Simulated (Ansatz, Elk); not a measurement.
# Bonding as seen by X-rays: BiIr2Pb2

Structure refinements treat a crystal as free atoms side by side. For a made-up structure of BiIr2Pb2 (cell and positions from a r2SCAN relaxation) the runs below show what the calculated density changes in F(hkl).

Main program and level: Elk 11.2.3 (patched build); DFT, PBE, all-electron APW+lo, Dirac cores, scalar-relativistic bands, static density, no spin.

The structure was built from a prototype and need not be the compound's stable phase.

### Step 1. The structure

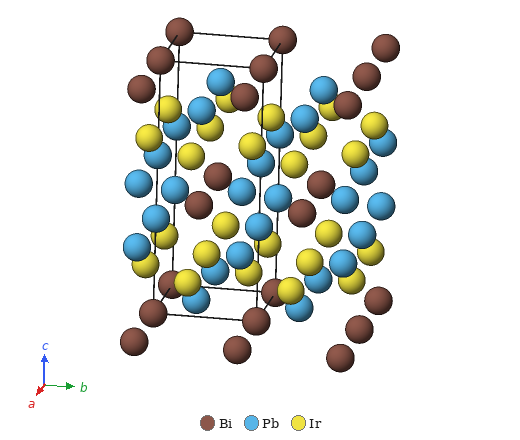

Start, viewed slightly off an axis; bismuth brown, lead blue, iridium yellow. 2×2×1 cells are drawn. This picture shows the conventional cell, with its axes. Some periodic images of atoms are drawn too.

### Step 2. Ground state and structure factors

An all-electron density is needed, since X-rays see the cores too. Task 0 finds the density and task 195 Fourier-transforms it; tshift is off so that phases refer to the origin typed.

elk.in reads:

```
tasks
  0
  195

xctype
  20

spinpol
  .false.

rgkmax
  7.0

gmaxvr
  14.0

lmaxo
  7

lmaxapw
  8

swidth
  0.002

tshift
  .false.

ramdisk
  .false.

hmaxvr
  5.5

maxscl
  120

epspot
  1e-06

sppath
  './'

avec
  -4.29897546175 4.29897546175 10.80205005277
  4.29897546175 -4.29897546175 10.80205005277
  4.29897546175 4.29897546175 -10.80205005277

atoms
  3
  'Bi.in'
  1
  0.0000000000 -0.0000000000 -0.0000000000   0.000000 0.000000 0.000000
  'Pb.in'
  2
  0.6258166009 0.6258166009 0.0000000000   0.000000 0.000000 0.000000
  0.3741833991 0.3741833991 0.0000000000   0.000000 0.000000 0.000000
  'Ir.in'
  2
  0.2500000000 0.7500000000 0.5000000000   0.000000 0.000000 0.000000
  0.7500000000 0.2500000000 0.5000000000   0.000000 0.000000 0.000000

ngridk
  7 7 7
```

On the command line:

```bash
$ OMP_NUM_THREADS=4 elk
```

Numbers of over 12 decimals in the logs are rounded to 6 here.

The log of the run:

```text
┌─────────────────────────┐
│ Elk code version 11.2.3 │
└─────────────────────────┘

All units are atomic (Hartree, Bohr, etc.)

┌─────────────────────────────────────────────────┐
│ Ground-state run starting from atomic densities │
└─────────────────────────────────────────────────┘

Lattice vectors :
  -4.298975462       4.298975462       10.80205005
   4.298975462      -4.298975462       10.80205005
   4.298975462       4.298975462      -10.80205005

Reciprocal lattice vectors :
 -0.4770162127E-17  0.7307770611      0.2908330028
  0.7307770611     -0.4770162127E-17  0.2908330028
  0.7307770611      0.7307770611     -0.1774765179E-17

Unit cell volume      :    798.5389586
Brillouin zone volume :   0.3106300711

Muffin-tin inner radius fraction :   0.1000000000E-01

Nuclei treated as point charges

Species : 1 (Bi)
 parameters loaded from : Bi.in
 name : bismuth
 nuclear charge    :   -83.00000000
 electronic charge :    83.00000000
 atomic mass :    380947.9285
 muffin-tin radius :    2.800000000
 number of radial points in muffin-tin :   1393
 inner part over the whole radius :   0.9976520004E-02
 number on inner part of muffin-tin    :   1001
 approximate nuclear radius :   0.1052171418E-03
 number of mesh points to nuclear radius :    526
 atomic positions (lattice), magnetic fields (Cartesian) :
  1 :   0.00000000  0.00000000  0.00000000    0.00000000  0.00000000  0.00000000

Species : 2 (Pb)
 parameters loaded from : Pb.in
 name : lead
 nuclear charge    :   -82.00000000
 electronic charge :    82.00000000
 atomic mass :    377702.4943
 muffin-tin radius :    2.508721798
 number of radial points in muffin-tin :   1393
 inner part over the whole radius :   0.9952882440E-02
 number on inner part of muffin-tin    :    998
 approximate nuclear radius :   0.1047603524E-03
 number of mesh points to nuclear radius :    529
 atomic positions (lattice), magnetic fields (Cartesian) :
  1 :  -0.37418340 -0.37418340  0.00000000    0.00000000  0.00000000  0.00000000
  2 :   0.37418340  0.37418340  0.00000000    0.00000000  0.00000000  0.00000000

Species : 3 (Ir)
 parameters loaded from : Ir.in
 name : iridium
 nuclear charge    :   -77.00000000
 electronic charge :    77.00000000
 atomic mass :    350390.1562
 muffin-tin radius :    2.508721798
 number of radial points in muffin-tin :   1393
 inner part over the whole radius :   0.9925829619E-02
 number on inner part of muffin-tin    :    997
 approximate nuclear radius :   0.1024342351E-03
 number of mesh points to nuclear radius :    525
 atomic positions (lattice), magnetic fields (Cartesian) :
  1 :   0.25000000 -0.25000000  0.50000000    0.00000000  0.00000000  0.00000000
  2 :  -0.25000000  0.25000000  0.50000000    0.00000000  0.00000000  0.00000000

Total number of atoms per unit cell :    5
Total muffin-tin volume :    356.5013144
 ratio of muffin-tin to unit cell volume :   0.4464419808

Spin treatment :
 spin-unpolarised

Number of Bravais lattice symmetries :   16
Number of crystal symmetries         :   16
Crystal has inversion symmetry
Real symmetric eigensolver will be used

k-point grid :      7     7     7
k-point offset :    0.000000000       0.000000000       0.000000000
k-point set is reduced with full crystal symmetry group
Total number of k-points :       40

Muffin-tin radius times maximum |G+k| :    7.000000000
 using average radius
Maximum |G+k| for APW functions       :    2.726942549
Maximum (1/2)|G+k|²                   :    3.718107834
Maximum |G| for potential and density :    14.00000000
Constant for pseudocharge density :   10
 order of it for each species :   17  17  17
 order of it for pair densities of each species (exact exchange by exxq0 0: 18) :   12   9   9
Radial integration step length :    1

G-vector grid sizes :     56    56    56
Number of G-vectors :    37017

Maximum angular momentum used for
 APW functions            :    8
 outer part of muffin-tin :    7
 inner part of muffin-tin :    2

Total nuclear charge    :   -401.0000000
[...]
Density of states at Fermi energy :    105.4762610
 (states/Hartree/unit cell)

Estimated indirect band gap :   0.1239085127E-02
 from k-point 15 to k-point 14
Estimated direct band gap   :   0.9808564505E-02
 at k-point 24

Charges :
 core                        :    300.0000000
 valence                     :    101.0000000
 interstitial                :    9.155476792
 muffin-tins (core leakage)
  species : 1 (Bi)
   atom 1                    :    80.30171573     (  0.6902945758E-03)
  species : 2 (Pb)
[...]
species : 3 (Ir)
[...]
total in muffin-tins        :    391.8445232
 total calculated charge     :    400.9864628
 total charge                :    401.0000000
 error                       :   0.1353721105E-01

RMS change in Kohn-Sham potential (target) :   0.2763291618     (  0.1000000000E-05)
Absolute change in total energy (target)   :   0.9813979588     (  0.1000000000E-03)

[... loops 3 to 15 left out ...]

┌──────────────────┐
│ Loop number : 16 │
└──────────────────┘

Energies :
 Fermi                       :     0.295774
 sum of occupied eigenvalues :     -61177.838866749
 electron kinetic            :      114695.43482222
 core electron kinetic       :      112755.09580621
 Coulomb                     :     -211972.47974673
 Coulomb potential           :     -173415.45811236
 nuclear-nuclear             :     -8272.9043797671
 electron-nuclear            :     -234150.19769016
 Hartree                     :      30450.622323199
 Madelung                    :     -125264.75069055
 xc potential                :     -2457.8155766106
 exchange                    :     -1853.2041975594
 correlation                 :     -24.702574541687
 electron entropic           :    -0.13866666244936E-02
 total energy                :     -99154.953083274

Density of states at Fermi energy :    107.5224499
 (states/Hartree/unit cell)

Estimated indirect band gap :   0.8290605047E-03
 from k-point 27 to k-point 36
Estimated direct band gap   :   0.2803280976E-02
 at k-point 27

Charges :
 core                        :    300.0000000
 valence                     :    101.0000000
 interstitial                :    9.559561894
 muffin-tins (core leakage)
  species : 1 (Bi)
[...]
species : 2 (Pb)
[...]
species : 3 (Ir)
[...]
total in muffin-tins        :    391.4404381
 total calculated charge     :    400.9871079
 total charge                :    401.0000000
 error                       :   0.1289205132E-01

RMS change in Kohn-Sham potential (target) :   0.4176648434E-06 (  0.1000000000E-05)
Absolute change in total energy (target)   :   0.6209671847E-04 (  0.1000000000E-03)

Convergence targets achieved

┌──────────────────┐
│ Loop number : 17 │
└──────────────────┘

Energies :
 Fermi                       :     0.295774
 sum of occupied eigenvalues :     -61177.838899442
 electron kinetic            :      114695.43480469
 core electron kinetic       :      112755.09578258
 Coulomb                     :     -211972.47975727
 Coulomb potential           :     -173415.45807493
 nuclear-nuclear             :     -8272.9043797671
 electron-nuclear            :     -234150.19775059
 Hartree                     :      30450.622373089
 Madelung                    :     -125264.75071980
 xc potential                :     -2457.8156292007
 exchange                    :     -1853.2041985973
 correlation                 :     -24.702574557705
 electron entropic           :    -0.13866664086272E-02
 total energy                :     -99154.953112400

Density of states at Fermi energy :    107.5224687
 (states/Hartree/unit cell)

Estimated indirect band gap :   0.8290696512E-03
 from k-point 27 to k-point 36
Estimated direct band gap   :   0.2803314515E-02
 at k-point 27

Charges :
 core                        :    300.0000000
 valence                     :    101.0000000
 interstitial                :    9.559561481
 muffin-tins (core leakage)
  species : 1 (Bi)
[...]
species : 2 (Pb)
[...]
atom 2                    :    79.85226390     (  0.4752048519E-02)
  species : 3 (Ir)
   atom 1                    :    75.39322917     (  0.1085059141E-02)
   atom 2                    :    75.39322917     (  0.1085059141E-02)
 total in muffin-tins        :    391.4404385
 total calculated charge     :    400.9871079
 total charge                :    401.0000000
 error                       :   0.1289205143E-01

┌──────────────────────────────┐
│ Self-consistent loop stopped │
└──────────────────────────────┘

Warning : core states of species 1 leak from the muffin-tin :   0.6567525465E-03

Warning : core states of species 2 leak from the muffin-tin :   0.4752048519E-02

Warning : core states of species 3 leak from the muffin-tin :   0.1085059141E-02

Wrote STATE.OUT
```

Run time: 50 s. Hardware: 4 threads of Intel Xeon 6975P-C (Granite Rapids), shared host; peak memory 0.29 GiB.

SFACRHO.OUT:

```text

h k l indices transformed by vhmat matrix:
   1.000000000       0.000000000       0.000000000    
   0.000000000       1.000000000       0.000000000    
   0.000000000       0.000000000       1.000000000    

      h      k      l  multipl.   |H|            Re(F)            Im(F)           |F|

      0      0      0      1   0.0000000       401.00000      0.11741720E-16   401.00000    
      1      1     -1      2  0.58166601      -70.239037     -0.17494667E-13   70.239037    
      0      1      0      8  0.78652333      -30.291265      -0.0000000       30.291265    
     -1      1      0      4   1.0334748       82.374990      0.19739660E-16   82.374990    
      2      1     -1      8   1.1381079       175.60281      -0.0000000       175.60281    
     -2     -2      2      2   1.1633320       63.516410     -0.32656183E-13   63.516410    
     -1     -1      2      8   1.1859197       204.29485     -0.14999334E-12   204.29485    
      1     -1     -1      4   1.4615541       331.40152      0.71450457E-13   331.40152    
      2      2     -1      8   1.5560886      -190.76612      0.39993661E-13   190.76612    
      0      2     -2      8   1.5730467      -58.635809     -0.14147281E-12   58.635809    
      3      2     -2      8   1.6274615       157.33470      -0.0000000       157.33470    
     -1      2      0     16   1.6597468      -25.953890      -0.0000000       25.953890    
     -3     -3      3      2   1.7449980      -51.240560      0.44403424E-13   51.240560    
     -2     -1      0     16   1.8524120       154.77987      -0.0000000       154.77987    
     -3     -1      1      8   1.8680155       55.704402      0.29006934E-13   55.704402    
     -3     -3      2      8   2.0280750       180.49300     -0.28168825E-13   180.49300    
      2     -2      0      4   2.0669497       297.35981     -0.56831501E-16   297.35981    
     -3      1      1      8   2.1472346      -52.661618      0.11392038E-12   52.661618
```

Elk indexes on the primitive cell of elk.in and gives |H| = 4π sin θ/λ in inverse bohr. Below, one row stands for each form hkl of the conventional cell (m members, Friedel mates merged), F is for one primitive cell and the density is static (no thermal factor). Free-atom factors are Waasmaier and Kirfel's, and R is Σm||F|−|F'||/Σm|F|.

| hkl | m | sin θ/λ (Å⁻¹) | abs F, DFT | neutral atoms | diff. |
| --- | --- | --- | --- | --- | --- |
| 002 | 2 | 0.087 | 70.239 | 69.689 | +0.550 |
| 101 | 8 | 0.118 | 30.291 | 30.225 | +0.066 |
| 110 | 4 | 0.155 | 82.375 | 82.938 | -0.563 |
| 103 | 8 | 0.171 | 175.603 | 175.831 | -0.228 |
| 004 | 2 | 0.175 | 63.516 | 63.428 | +0.088 |
| 112 | 8 | 0.178 | 204.295 | 204.298 | -0.003 |
| 200 | 4 | 0.220 | 331.401 | 331.782 | -0.381 |
| 114 | 8 | 0.234 | 190.766 | 191.247 | -0.481 |
| 202 | 8 | 0.237 | 58.636 | 58.880 | -0.244 |
| 105 | 8 | 0.245 | 157.335 | 157.445 | -0.110 |
| 211 | 16 | 0.250 | 25.954 | 25.996 | -0.042 |
| 006 | 2 | 0.262 | 51.241 | 51.707 | -0.466 |
| 213 | 16 | 0.279 | 154.780 | 154.925 | -0.145 |
| 204 | 8 | 0.281 | 55.704 | 55.831 | -0.127 |
| 116 | 8 | 0.305 | 180.493 | 180.680 | -0.187 |
| 220 | 4 | 0.311 | 297.360 | 297.498 | -0.138 |
| 222 | 8 | 0.323 | 52.662 | 52.860 | -0.198 |
| 107 | 8 | 0.325 | 27.015 | 27.058 | -0.042 |

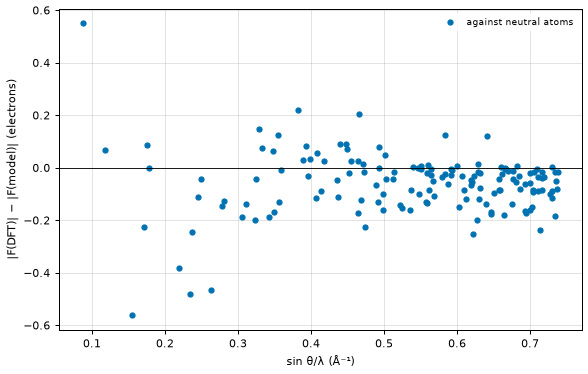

Difference between the calculated structure factors and the independent-atom ones.

### Step 3. The highest occupied states alone

An energy window below the Fermi level keeps the highest occupied states, to see at which angles they scatter; shallow core shells can lie inside it and anion s states outside. No new self-consistency is needed.

Edit elk.in of step 2 so:

```diff
@@ -1,3 +1,2 @@
 tasks
-  0
   195
@@ -40,2 +39,5 @@
 
+wsfac
+  -0.255470 0.595770
+
 sppath
```

On the command line:

```bash
$ OMP_NUM_THREADS=4 elk
```

The log of the run:

```text
┌─────────────────────────────────┐
│ Elk code version 11.2.3 started │
└─────────────────────────────────┘

Info(readinput): the functional depends on the density's gradient
 muffin-tin radial points multiplied by    2.00000
 (not where nrmtscf is given)

┌────────────────────┐
│ Current task : 195 │
└────────────────────┘
Info(checkmt): changed muffin-tin radius of species 2 (Pb) from   2.8000 to   2.5087
Info(checkmt): changed muffin-tin radius of species 3 (Ir) from   2.8000 to   2.5087

Info(sfacrho): density structure factors written to SFACRHO.OUT

 Energy window :  -0.2554700000      0.5957700000

┌──────────────────┐
│ Elk code stopped │
└──────────────────┘
```

Elapsed: 11 s, on 4 threads; peak memory 0.18 GiB.

States within 15 eV below the Fermi level hold 31.00 electrons; any levels below the window count with the cores. Their amplitudes can exceed the total, where window and core parts have opposite phase:

| hkl | sin θ/λ (Å⁻¹) | abs F, window | abs F, all |
| --- | --- | --- | --- |
| 002 | 0.087 | 11.137 | 70.239 |
| 101 | 0.118 | 0.326 | 30.291 |
| 110 | 0.155 | 5.880 | 82.375 |
| 103 | 0.171 | 1.570 | 175.603 |
| 004 | 0.175 | 6.507 | 63.516 |
| 112 | 0.178 | 7.441 | 204.295 |
| 200 | 0.220 | 4.542 | 331.401 |
| 114 | 0.234 | 3.435 | 190.766 |
| 202 | 0.237 | 3.383 | 58.636 |
| 105 | 0.245 | 0.011 | 157.335 |

### Step 4. Another functional

The difference from free atoms is small, so it is set against the change that LDA (Perdew-Wang) makes.

Edit elk.in of step 3 so:

```diff
@@ -1,2 +1,3 @@
 tasks
+  0
   195
@@ -4,3 +5,3 @@
 xctype
-  20
+  3
 
@@ -39,5 +40,2 @@
 
-wsfac
-  -0.255470 0.595770
-
 sppath
```

On the command line:

```bash
$ OMP_NUM_THREADS=4 elk
```

The log of the run:

```text
┌─────────────────────────┐
│ Elk code version 11.2.3 │
└─────────────────────────┘

All units are atomic (Hartree, Bohr, etc.)

┌─────────────────────────────────────────────────┐
│ Ground-state run starting from atomic densities │
└─────────────────────────────────────────────────┘

Lattice vectors :
  -4.298975462       4.298975462       10.80205005
   4.298975462      -4.298975462       10.80205005
   4.298975462       4.298975462      -10.80205005

Reciprocal lattice vectors :
 -0.4770162127E-17  0.7307770611      0.2908330028
[...]
atom 2                    :    75.39536308     (  0.1078866892E-02)
 total in muffin-tins        :    391.5019408
 total calculated charge     :    400.9870132
 total charge                :    401.0000000
 error                       :   0.1298684373E-01

┌──────────────────────────────┐
│ Self-consistent loop stopped │
└──────────────────────────────┘

Warning : core states of species 1 leak from the muffin-tin :   0.6596542082E-03

Warning : core states of species 2 leak from the muffin-tin :   0.4798142369E-02

Warning : core states of species 3 leak from the muffin-tin :   0.1078866892E-02

Wrote STATE.OUT
[key lines of the parts left out:]
total energy                :     -99100.831305703
```

Elapsed: 30 s, on 4 threads; peak memory 0.22 GiB.

Against the first run R = 0.01 %; the largest change is -0.048 at 220.

### Step 5. Basis size

A smaller basis shows how fast F responds to it; the change is likely larger than the basis error of the first run, but doesn't show convergence.

Edit elk.in of step 4 so:

```diff
@@ -5,3 +5,3 @@
 xctype
-  3
+  20
 
@@ -11,3 +11,3 @@
 rgkmax
-  7.0
+  5.5
```

On the command line:

```bash
$ OMP_NUM_THREADS=4 elk
```

The log of the run:

```text
┌─────────────────────────┐
│ Elk code version 11.2.3 │
└─────────────────────────┘

All units are atomic (Hartree, Bohr, etc.)

┌─────────────────────────────────────────────────┐
│ Ground-state run starting from atomic densities │
└─────────────────────────────────────────────────┘

Lattice vectors :
  -4.298975462       4.298975462       10.80205005
   4.298975462      -4.298975462       10.80205005
   4.298975462       4.298975462      -10.80205005

Reciprocal lattice vectors :
 -0.4770162127E-17  0.7307770611      0.2908330028
[...]
atom 2                    :    75.25239753     (  0.1075021670E-02)
 total in muffin-tins        :    391.0293456
 total calculated charge     :    400.9868031
 total charge                :    401.0000000
 error                       :   0.1319685733E-01

┌──────────────────────────────┐
│ Self-consistent loop stopped │
└──────────────────────────────┘

Warning : core states of species 1 leak from the muffin-tin :   0.6584437048E-03

Warning : core states of species 2 leak from the muffin-tin :   0.4798005160E-02

Warning : core states of species 3 leak from the muffin-tin :   0.1075021670E-02

Wrote STATE.OUT
[key lines of the parts left out:]
total energy                :     -99154.479762274
```

Elapsed: 50 s, on 4 threads; peak memory 0.27 GiB; 2.6 min of CPU time.

Against the first run R = 0.03 %; the largest change is +0.261 at 008.

### Step 6. Settings against the effect

| run | R against the first run (%) | R against neutral atoms, low angle (%) | wall time |
| --- | --- | --- | --- |
| PBE, rgkmax 7 | 0.00 | 0.16 | 50 s |
| LDA (Perdew-Wang) | 0.01 | 0.16 | 30 s |
| rgkmax 5.5 | 0.03 | 0.16 | 50 s |

### Step 7. Outcome

| Quantity | Value |
| --- | --- |
| R against neutral atoms, sin θ/λ < 0.3 Å⁻¹ | 0.16 % |
| R against neutral atoms, 0.3 to 0.74 Å⁻¹ | 0.09 % |

In words: Independent neutral atoms miss the calculated amplitudes by R = 0.16 % below 0.3 Å⁻¹ and 0.09 % from there to 0.74 Å⁻¹; by shells, 0.43 % below 0.15 Å⁻¹ (2 forms), 0.15 % 0.15 to 0.3 (12 forms), 0.08 % 0.3 to 0.45 (26 forms), 0.09 % above 0.45 (109 forms). Bonding, aspherical density and the tables' own atoms all enter these figures, and the runs don't part them. The largest change of an amplitude is -0.56 electrons, at 110. The window's part falls from 31.0 electrons at the origin to at most 0.64 between 0.45 and 0.74 Å⁻¹. Below 0.3 Å⁻¹ the changes that finished (LDA (Perdew-Wang) and rgkmax 5.5) move F by R = 0.05 % at most, against the 0.16 % that separates it from free atoms. A single amplitude moves by up to 0.26 electrons, against 0.56 for the largest difference from free atoms. The k-mesh has no finished test. These runs have no spin, though d or f shells may be open. Spin-orbit coupling is left out, which can matter for elements this heavy. Part of the difference isn't bonding: the tables are fits to free atoms and ions calculated by other methods than this functional. Thermal motion, anomalous dispersion and extinction are left out.

[Logs are printed without paths, hosts, clocks, repeated set-up lines and the standing remarks that a program may print on its own settings, such as how far it seeks lower states.]

[Hosts, paths, dates, database ids (printed as entryN), source tags and the programs' standing remarks are cut or masked in the printed files.]
